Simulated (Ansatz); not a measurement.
# BHSCl (SMILES S[B]Cl): levels of theory compared

Wanted: a comparison of 6 runs (U-r2SCAN0/STO-3G, U-wB97X/STO-3G, UCAM-B3LYP/STO-3G, RPA@PBE/STO-3G, UMP2/STO-3G, UCCSD(T)/STO-3G) of BHSCl. 

The results are computed with Ansatz 0.2.0.

75 further runs of the same task are left out: 2 that didn't finish, 73 set aside as unsound or not needed.

## (1) Starting point

BHSCl: 4 atoms, total charge 0, spin state doublet. As SMILES, `S[B]Cl`. The B2–S1 distance was set to 4.415 Å, away from the relaxed value. At this shape a bond of the SMILES string is far longer than usual.

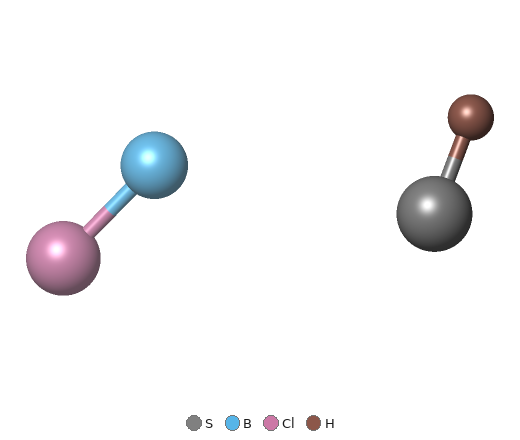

Viewed from a chosen angle; sulfur grey, boron blue, chlorine pink, hydrogen brown.

## (2) A single-point energy at U-r2SCAN0/STO-3G (run 1)

Input file in.yaml:

```yaml
basis:
  gaussian:
    orbitals: STO-3G
crystal:
  periodic: [false, false, false]
  atoms:
    - {symbol: S, position_ang: [1.865409, -2.686313, 1.847209]}
    - {symbol: B, position_ang: [-0.299600, 0.475700, -0.345800]}
    - {symbol: Cl, position_ang: [-2.014100, 0.616000, -0.427300]}
    - {symbol: H, position_ang: [3.101909, -2.260113, 1.537209]}
magnetization:
  spin_polarized: true
  initial_magnetization: 1
hamiltonian:
  xc: {name: r2SCAN0}
accuracy: high
```

Started as:

```console
$ ansatz run in.yaml --threads 1 --pin off --max-ram 2610MiB --events-out events.jsonl --progress --plain --runs-dir runs
```

Standard output:

```text
Warning: RAYON_NUM_THREADS=1 ignored (pool sized by the plan → 1); use --threads N
Functional definition: r2SCAN0
  name "r2SCAN0"
  parameter a = 0.25
  parameter k0 = 0.174
  parameter k1 = 0.065
  parameter a1 = 4.9479
  exchange = (1 - a)*r2scan_x(k0 = k0, k1 = k1, a1 = a1) + a*exact_x
  correlation = r2scan_c
382 factors; integrals over basis functions are off by at most 1.9e-8 eV
mean field evaluation 1: about -23779.5181 eV, gradient 7.1e0 eV
mean field evaluation 2: about -23779.6029 eV, gradient 7.2e0 eV
mean field evaluation 4: about -23780.0341 eV, gradient 1.3e-1 eV
mean field evaluation 8: about -23780.0267 eV, gradient 3.7e-3 eV
mean field evaluation 16: about -23780.0362 eV, gradient 1.3e-1 eV
mean field evaluation 32: about -23780.0157 eV, gradient 3.8e-1 eV
mean field evaluation 64: about -23780.0366 eV, gradient 4.0e-2 eV
mean field evaluation 96: about -23780.0125 eV, gradient 4.9e-1 eV
mean field -23780.03819871 eV, -873.9002851137 hartree, gradient 6.8e-9 eV, S^2 0.879406; 6 other end points of the search recorded, 0 dependent functions left out
reference -23780.03819933 eV, -873.9002851364 hartree; 20, 19 occupied and 4, 5 virtual orbitals, 382 factors
Total energy: -23780.03819933 eV, -873.9002851364 hartree
```

Wall time 62 s (1 thread of Arm Neoverse V1, shared host); peak memory 0.24 GiB.

## (3) A single-point energy at U-wB97X/STO-3G (run 2)

in.yaml: that of step 2 with these lines changed.

```diff
@@ -1,4 +1 @@
-basis:
-  gaussian:
-    orbitals: STO-3G
 crystal:
@@ -10,2 +7,6 @@
     - {symbol: H, position_ang: [3.101909, -2.260113, 1.537209]}
+basis:
+  gaussian:
+    orbitals: STO-3G
+accuracy: high
 magnetization:
@@ -14,3 +15,2 @@
 hamiltonian:
-  xc: {name: r2SCAN0}
-accuracy: high
+  xc: {name: wB97X}
```

Started as:

```console
$ ansatz run in.yaml --threads 1 --pin off --max-ram 2610MiB --events-out events.jsonl --progress --plain --runs-dir runs
```

Standard output, cut to the lines that bear on the results:

```text
Warning: RAYON_NUM_THREADS=1 ignored (pool sized by the plan → 1); use --threads N
Functional definition: wB97X
  name "wB97X"
[...]
      + exact_x_lr(omega)
[...]
      + integral(e_c_pw_opposite_spin*poly(b97_u_opposite, 1, cos1, cos2, cos3, cos4))
382 factors; integrals over basis functions are off by at most 1.9e-8 eV
158 factors; integrals over basis functions are off by at most 1.1e-9 eV
[...]
mean field -23780.71103333 eV, -873.9250113301 hartree, gradient 1.7e-8 eV, S^2 0.750816; 6 other end points of the search recorded, 0 dependent functions left out
reference -23780.71103158 eV, -873.9250112658 hartree; 20, 19 occupied and 4, 5 virtual orbitals, 382 factors
Total energy: -23780.71103158 eV, -873.9250112658 hartree
```

Run time: 44 s. Hardware: 1 thread of Arm Neoverse V1, shared host; peak memory 0.41 GiB.

Runs 3 to 4 aren't shown in full; the table further down has their settings and results.

## (4) A single-point energy at UMP2/STO-3G (run 5)

Input file input.yaml:

```yaml
crystal:
  periodic: [false, false, false]
  atoms:
    - symbol: S
      position_ang: [1.865409, -2.686313, 1.847209]
    - symbol: B
      position_ang: [-0.299600, 0.475700, -0.345800]
    - symbol: Cl
      position_ang: [-2.014100, 0.616000, -0.427300]
    - symbol: H
      position_ang: [3.101909, -2.260113, 1.537209]
basis:
  gaussian: {orbitals: STO-3G}
magnetization: {spin_polarized: true, initial_magnetization: 1}
correlation: {method: mp2, frozen_orbitals: {B: 1, Cl: 5, H: 0, S: 5}}
accuracy: high
```

Started as:

```console
$ ansatz run input.yaml --threads 1 --pin off --max-ram 2610MiB --events-out events.jsonl --progress --plain --runs-dir runs
```

Standard output, cut to the lines that bear on the results:

```text
Warning: RAYON_NUM_THREADS=1 ignored (pool sized by the plan → 1); use --threads N
Functional definition: HF
  name "HF"
[...]
382 factors; integrals over basis functions are off by at most 1.9e-8 eV
[...]
mean field -23743.71460471 eV, -872.5654176552 hartree, gradient 2.4e-8 eV, S^2 1.081063; 11 other end points of the search recorded, 0 dependent functions left out
11 core orbitals not correlated: weight in the atoms' cores, before any rotation towards them, 1.000 or more for the frozen orbitals, at most 0.000 for the correlated occupied ones
reference -23743.71460471 eV, -872.5654176552 hartree; 9, 8 occupied and 4, 5 virtual orbitals, 382 factors
second order -1.22254263 eV of doubles, -0.00000000 eV of singles
Total energy: -23744.93714734 eV, -872.6103452682 hartree
```

It took 1.6 s on 1 thread of Arm Neoverse V1, shared host.

## (5) A single-point energy at UCCSD(T)/STO-3G (run 6)

Input file job.yaml:

```yaml
crystal:
  periodic: [false, false, false]
  atoms:
    - symbol: S
      position_ang: [1.865409, -2.686313, 1.847209]
    - symbol: B
      position_ang: [-0.299600, 0.475700, -0.345800]
    - symbol: Cl
      position_ang: [-2.014100, 0.616000, -0.427300]
    - symbol: H
      position_ang: [3.101909, -2.260113, 1.537209]
basis:
  gaussian:
    orbitals: STO-3G
scf:
  omitted_lower_state_checks: [cluster_reference, increment]
accuracy: high
magnetization:
  spin_polarized: true
  initial_magnetization: 1
correlation:
  method: ccsd_t
  frozen_orbitals: {B: 1, Cl: 5, H: 0, S: 5}
```

Started as:

```console
$ ansatz run job.yaml --threads 1 --pin off --max-ram 2610MiB --events-out events.jsonl --progress --plain --runs-dir runs
```

Standard output:

```text
Warning: RAYON_NUM_THREADS=1 ignored (pool sized by the plan → 1); use --threads N
[... 18 lines left out ...]
11 core orbitals not correlated: weight in the atoms' cores, before any rotation towards them, 1.000 or more for the frozen orbitals, at most 0.000 for the correlated occupied ones
[... 86 lines left out ...]
Total energy: -23745.96376956 eV, -872.6480729388 hartree
Checks for a lower state left out: cluster_reference, increment
```

It took 1.9 s on 1 thread of Arm Neoverse V1, shared host.

## (6) The series

| run | level | frozen core orbitals | energy (Eh) | ⟨S²⟩ | wall time |
| --- | --- | --- | --- | --- | --- |
| 1 | U-r2SCAN0/STO-3G | – | -873.900285 | 0.879 | 62 s |
| 2 | U-wB97X/STO-3G | – | -873.925011 | 0.751 | 44 s |
| 3 | UCAM-B3LYP/STO-3G | – | -873.869489 | 0.751 | 5.4 s |
| 4 | RPA@PBE/STO-3G | 11 | -872.716098 | 0.751 | 11 s |
| 5 | UMP2/STO-3G | 11 | -872.610345 | 1.081 | 1.6 s |
| 6 | UCCSD(T)/STO-3G | 11 | -872.648073 | 1.081 | 1.9 s |

## (7) Results

| quantity | value |
| --- | --- |
| run 6: total energy | -872.64807 Eh |
| run 6: correlation energy (11 core orbitals frozen) | -82.7 mEh |
| run 6: (T) correction | -2.35 mEh |
| run 6: ⟨S²⟩ of the reference determinant | 1.081 |
| run 6: T1 diagnostic | 0.063 |

Totals of different functionals can't be ranked against each other. In runs 1, 2, 3, 4, 5, 6 the basis is minimal, so the values are rough. Spin contamination of the reference: run 5 ⟨S²⟩ = 1.08, run 6 ⟨S²⟩ = 1.08, run 1 ⟨S²⟩ = 0.88. All runs together took 2.1 min, the longest 62 s.
